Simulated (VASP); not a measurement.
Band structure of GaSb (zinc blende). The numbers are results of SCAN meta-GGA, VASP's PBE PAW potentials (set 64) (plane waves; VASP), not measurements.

Unless said otherwise, spin-orbit coupling is left out, though it shifts the bands of the heavy elements here.

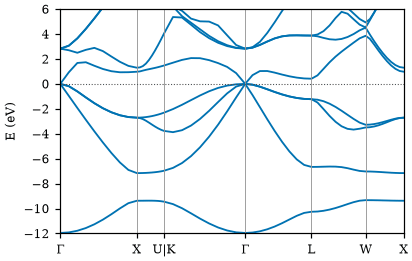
Fig. 1. Bands along high-symmetry lines, zero at the valence-band maximum or, without a gap, the Fermi level

Task: Read the plot: is there a gap, and where are the band edges?

Result: It has no gap at this level: it comes out as a metal or semimetal.

The compound is GaSb in the zinc blende structure. It was relaxed first.
